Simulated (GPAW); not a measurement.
# TiO2 (Rutile): optical spectrum from first principles

Wanted: where TiO2 (Rutile) starts to absorb, how strongly, and its refractive index.

Program: GPAW 26.7.0. Level of theory: DFT, PBE, plane-wave PAW (GPAW data sets), scalar-relativistic, RPA, optical limit. Results are calculated unless marked as measured.

## 1. Starting point

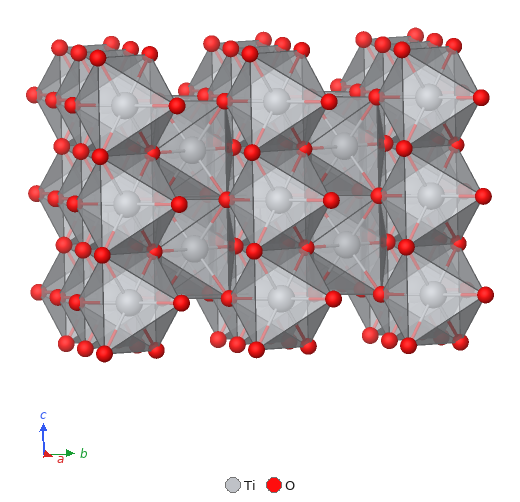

The starting structure, seen slightly off an axis (titanium light grey, oxygen red). 2×2×2 cells are drawn. Some periodic images of atoms are drawn too.

As a file:

```xyz
6
Lattice="4.5922 0.0000 0.0000 0.0000 4.5922 0.0000 0.0000 0.0000 2.9574" Properties=species:S:1:pos:R:3 pbc="T T T"
Ti    2.2961    2.2961    1.4787
Ti    0.0000    0.0000    0.0000
O     3.6965    0.8957    1.4787
O     3.1918    3.1918    0.0000
O     0.8957    3.6965    1.4787
O     1.4004    1.4004    0.0000
```

## 2. Bands for the response

At the fixed density, many empty bands are solved on the mesh of the response, since the spectrum sums over them.

This step: DFT, PBE, plane-wave PAW (GPAW data sets), scalar-relativistic, bands at fixed density (GPAW 26.7.0).

File nscf.py:

```python
from ase.dft.bandgap import bandgap
from gpaw import GPAW, FermiDirac

calc = GPAW('gs.gpw').fixed_density(kpts={'size': (7, 7, 11), 'gamma': True}, nbands=65, convergence={'bands': 59},
                                    occupations=FermiDirac(0.001), txt='nscf.txt')
print('gap (eV)', bandgap(calc, output=None)[0])
print('direct gap (eV)', bandgap(calc, direct=True, output=None)[0])
print('top band over the Fermi level (eV)', min(calc.get_eigenvalues(kpt=k)[58] for k in range(len(calc.get_ibz_k_points()))) - calc.get_fermi_level())
calc.write('full.gpw', mode='all')
```

Command:

```sh
> OMP_NUM_THREADS=1 python nscf.py
```

Numbers of over 12 decimals in the logs are rounded to 6 here.

Log:

```text
Diagonalizing LCAO Hamiltonian
Converting LCAO to pw mode
convergence criteria:
- Maximum integral of absolute [eigenst]ate change: 4e-08 eV^2 / valence electron
maximum number of iterations: 150

SCF iterations
|iter     |      energy | eigst |  dens |
|iter:   1||             | +2.93 |       |
|iter:   2||             | +1.72 |       |
|iter:   3||             | +0.40 |       |
|iter:   4||             | -0.76 |       |
|iter:   5||             | -1.76 |       |
|iter:   6||             | -2.66 |       |
|iter:   7||             | -3.57 |       |
|iter:   8||             | -4.43 |       |
|iter:   9||             | -5.32 |       |
|iter:  10||             | -6.13 |       |
|iter:  11||             | -6.91 |       |
|iter:  12||             | -7.50c|       |
SCF steps: 12
  __  _  _
 | _ |_)|_||  |
 |__||  | ||/\| - 26.7.0

Versions:
  Python: 3.12.14
  ASE:    3.29.0
  Numpy:  2.5.5
  Scipy:  1.18.1
  Libxc:  7.0.0

Input parameters:
  mode=PW(ecut=550.0),
  convergence={'bands': 59},
  gpts=array([25, 25, 16]),
  kpts=MonkhorstPack(size=(7, 7, 11), gamma=True),
  maxiter=150,
  nbands=65,
  occupations=Occupations(name='fermi-dirac', width=0.001, fixmagmom=False),
  parallel={},
  xc=XC(name='PBE')

--- standard output ---
gap (eV) 1.906112
direct gap (eV) 1.906112
top band over the Fermi level (eV) 29.836009
```

The job ended after 2.8 min (1 thread of Arm Neoverse V2, shared host; peak memory 0.4 GiB).

This step gave:

- gap on the k-mesh: 1.906 eV
- direct gap on the mesh: 1.906 eV

## 3. Dielectric function, RPA

Local fields let the induced charge screen the field inside the cell, which as a rule lowers ε, most along directions where the density is uneven.

This step: DFT, PBE, plane-wave PAW (GPAW data sets), scalar-relativistic, RPA, optical limit (GPAW 26.7.0).

File df.py:

```python
from gpaw.response.df import DielectricFunction

df = DielectricFunction('full.gpw', frequencies={'type': 'nonlinear', 'domega0': 0.03, 'omega2': 8},
                        ecut=70,
                        eta=0.12,
                        nbands=59,
                        txt='df.txt')
for direction in ['x', 'z']:
    df.get_dielectric_function(xc='RPA', direction=direction, filename=f'df_{direction}.csv')
```

Command:

```sh
> OMP_NUM_THREADS=1 python df.py
```

Log:

```text
Using integrator: PointIntegrator
NonLinearFrequencyDescriptor(from 0.000 to 90.926 eV, 532 points)
Nonperiodic BCs:  [False False False]
Using integrator: PointIntegrator
NonLinearFrequencyDescriptor(from 0.000 to 90.926 eV, 532 points)
Nonperiodic BCs:  [False False False]

Calculating chi0 body with:
    Ground state adapter containing:
    Number of spins: 1
    Number of kpoints: 539
    Number of irreducible kpoints: 96
    Number of completely occupied states: 24
    Number of partially occupied states: 24

    Linear response parametrization:
    q_c: [0.0, 0.0, 0.0]
    Number of frequency points: 532
    Planewave cutoff: 70.0
    Number of bands: 59
    Number of planewaves: 73
    Broadening (eta): 0.12

Integrating chi0 body.

Symmetries of q_c:
    Direct symmetries (Uq -> q): 8
    Indirect symmetries (TUq -> q): 0
In total 8 allowed symmetries.

96 groups of equivalent kpoints. 82.189239% reduction.

Integral kind: spectral function

Calculating chi0 optical extensions with:
    Ground state adapter containing:
    Number of spins: 1
    Number of kpoints: 539
    Number of irreducible kpoints: 96
    Number of completely occupied states: 24
    Number of partially occupied states: 24

    Linear response parametrization:
    Number of frequency points: 532
    Planewave cutoff: 70.0
    Number of bands: 59
    Number of planewaves: 73
    Broadening (eta): 0.12
Integrating chi0 head and wings.

Symmetries of q_c:
    Direct symmetries (Uq -> q): 8
    Indirect symmetries (TUq -> q): 0
In total 8 allowed symmetries.

96 groups of equivalent kpoints. 82.189239% reduction.

Integral kind: spectral function wings
```

Run time: 29 s. Hardware: 1 thread; peak memory 0.38 GiB.

This step gave:

| Quantity | Value |
| --- | --- |
| electronic dielectric constant ε∞, mean over x, y and z (by symmetry where fewer were run) | 6.909 |
| main peak of Im epsilon, first axis | 4.481 eV |

The Im ε has structure finer than the step of the table below, so its rows give means over 1 eV, whole bins alone (the curve runs from 0 to 14.0 eV). Peaks (eV: height): E ∥ x 3.0: 7.27, 3.8: 7.74, 4.5: 7.95, 7.6: 6.27; E ∥ z 3.7: 10.4, 7.4: 12.0.

Values under the direct gap are tails of Lorentzian lines. Im ε against photon energy; means over each step:

```csv
photon energy (eV),E ∥ x,E ∥ z
1,0.0805,0.102
2,0.422,0.563
3,5.36,6.73
4,7.31,9.29
5,5.40,4.91
6,3.40,4.73
7,4.83,7.56
8,4.96,7.94
9,2.30,3.82
10,1.65,1.71
11,1.22,0.844
12,1.16,0.552
13,1.49,0.773
```

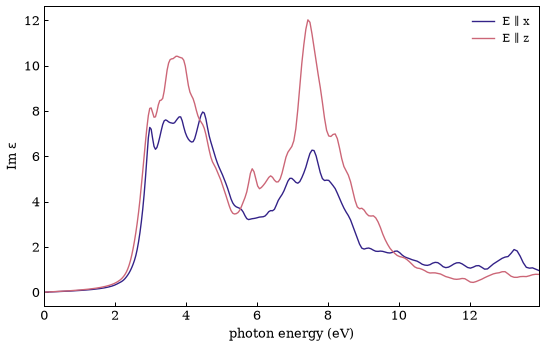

Im ε, plotted against photon energy.

Re ε against photon energy:

```csv
photon energy (eV),E ∥ x,E ∥ z
0,6.49,7.74
1,6.78,8.10
2,8.10,9.79
3,9.44,11.2
4,4.14,3.48
5,1.00,1.67
6,2.33,3.32
7,2.33,5.17
8,-0.284,-2.30
9,-0.783,-2.55
10,-0.0714,-1.88
11,0.464,-0.767
12,0.705,0.0144
13,1.02,0.464
```

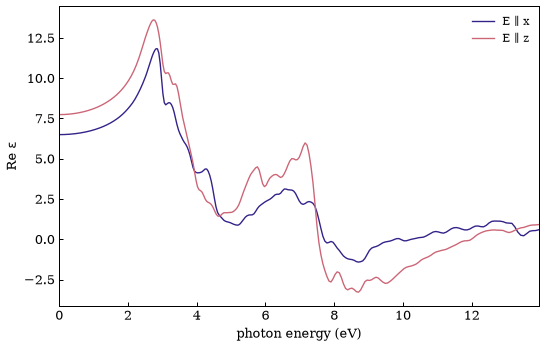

Re ε against photon energy.

Refractive index n and extinction k against photon energy:

```csv
photon energy (eV),"n, E ∥ x","k, E ∥ x","n, E ∥ z","k, E ∥ z"
0,2.55,0,2.78,0
1,2.60,0.0146,2.85,0.0170
2,2.85,0.0566,3.13,0.0644
3,3.26,1.11,3.53,1.15
4,2.47,1.41,2.63,1.86
5,1.79,1.48,1.85,1.32
6,1.78,0.921,2.14,1.12
7,1.98,1.26,2.60,1.25
8,1.53,1.62,1.59,2.20
9,0.804,1.19,0.976,1.87
10,0.923,0.961,0.540,1.47
11,0.961,0.678,0.436,0.978
12,0.997,0.537,0.492,0.475
13,1.20,0.647,0.861,0.526
```

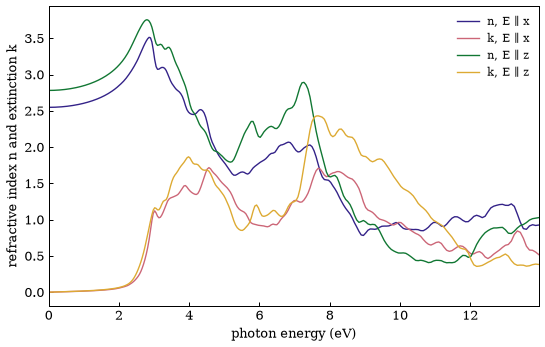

Refractive index n and extinction k against photon energy.

The reflectivity at normal incidence has structure finer than the step of the table below, so its rows give means over 1 eV, whole bins alone (the curve runs from 0 to 14.0 eV). Peaks (eV: height): E ∥ x 2.9: 33.6, 4.6: 33.3, 8.8: 38.1, 13.4: 15.0; E ∥ z 3.9: 37.2, 9.8: 55.0.

Table of reflectivity at normal incidence by photon energy; means over each step:

```csv
photon energy (eV),E ∥ x (%),E ∥ z (%)
1,19.9,23.2
2,23.4,27.1
3,31.1,34.7
4,30.5,35.5
5,27.6,24.5
6,17.8,22.9
7,23.6,30.7
8,33.4,46.1
9,31.1,48.7
10,19.0,52.9
11,11.1,43.7
12,7.32,17.6
13,9.35,5.93
```

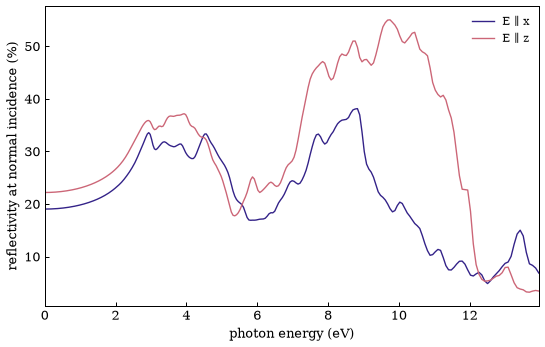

Reflectivity at normal incidence against photon energy.

The loss function −Im 1/ε at q → 0 has structure finer than the step of the table below, so its rows give means over 0.5 eV, whole bins alone (the curve runs from 0 to 14.0 eV). Peaks (eV: height): E ∥ x 10.74: 0.793, 13.60: 0.826; E ∥ z 12.02: 2.22.

Values under the direct gap are tails of Lorentzian lines. Loss function −Im 1/ε at q → 0 against energy loss; means over each step:

```csv
energy loss (eV),E ∥ x,E ∥ z
0.5,7.8e-4,7.0e-4
1.0,0.00166,0.00148
1.5,0.00283,0.00251
2.0,0.00504,0.00433
2.5,0.0127,0.0126
3.0,0.0455,0.0394
3.5,0.0732,0.0585
4.0,0.101,0.0906
4.5,0.119,0.133
5.0,0.185,0.183
5.5,0.235,0.143
6.0,0.204,0.128
6.5,0.164,0.118
7.0,0.162,0.0909
7.5,0.160,0.0861
8.0,0.202,0.122
8.5,0.248,0.138
9.0,0.418,0.182
9.5,0.549,0.190
10.0,0.589,0.259
10.5,0.730,0.368
11.0,0.725,0.634
11.5,0.655,1.21
12.0,0.633,1.77
12.5,0.515,0.936
13.0,0.444,0.888
13.5,0.675,0.688
```

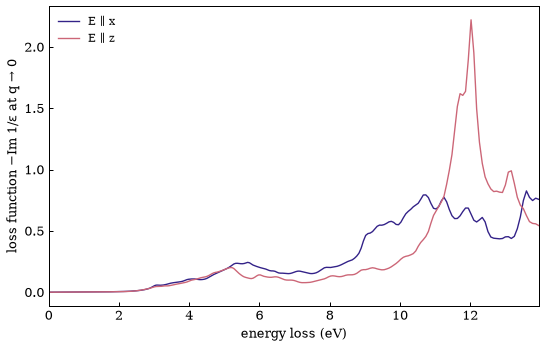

Loss function −Im 1/ε at q → 0 against energy loss.

Optical constants at common wavelengths, from n + ik = √ε:

```csv
wavelength (nm),n x,k x,R (%) x,1/α x,n z,k z,R (%) z,1/α z
1064,2.63,0.018,20.1,4.7 µm,2.87,0.021,23.4,4.0 µm
800,2.70,0.029,21.1,2.2 µm,2.96,0.034,24.5,1.9 µm
633,2.83,0.052,22.8,962 nm,3.11,0.060,26.4,839 nm
450,3.44,0.481,31.0,74 nm,3.75,0.657,34.7,54 nm
308,2.46,1.395,29.3,18 nm,2.58,1.848,36.4,13 nm
248,1.79,1.479,28.2,13 nm,1.85,1.319,24.9,15 nm
193,1.93,0.934,18.3,16 nm,2.26,1.125,24.0,14 nm
```

Below the direct gap, k and the depth come from the tails of the Lorentzian lines, not from transitions.

Rows near the edge hang on the gap, which this functional as a rule makes too small, and phonon-assisted absorption is left out.

At 1064 nm the birefringence n(z) − n(x) is +0.246: the crystal is uniaxial positive at this level.

## 4. Outcome

```
electronic dielectric constant ε∞, mean over x, y and z (by symmetry where fewer were run) (RPA) : 6.91
main peak of Im epsilon, first axis                                                              : 4.48 eV
```

**Reading.** At this level (PBE, RPA) TiO2 has a mean ε∞ = 6.91 and n = 2.58 at 1550 nm (E ∥ x), and Im ε peaks at 4.5 eV (E ∥ x). On the mesh the gap is 1.91 eV and the least direct gap 1.91 eV. Local fields change the static value along x from 6.74 to 6.49 (-4 %). Distinct maxima of Im ε, read by a parabola through the highest points, lie at 2.99 eV (7.3), 3.83 eV (7.7), 4.48 eV (8.0) and 7.58 eV (6.3) for E ∥ x. The static values by axis are 6.49 (x), 7.74 (z). At 1064 nm the birefringence n(z) − n(x) is +0.246: the crystal is uniaxial positive at this level. Excitons and phonon-assisted transitions are missing; PBE gaps are as a rule too small, which pulls the onset down and ε∞ up. The sum runs over mesh points, so small or evenly spaced maxima can still be ripples of the mesh. In this version of GPAW the matrix elements of the optical limit are incomplete, which can lower ε − 1 by up to a tenth where first-row anions or d states rule, and shift it by more in d metals.

[Machine, clock and banner lines and Python warnings are left out of the logs.]

[Logs are printed without paths, hosts, clocks, repeated set-up lines and the standing remarks that a program may print on its own settings, such as how far it seeks lower states.]

[Hosts, paths, dates, database ids (printed as entryN), source tags and the programs' standing remarks are cut or masked in the printed files.]
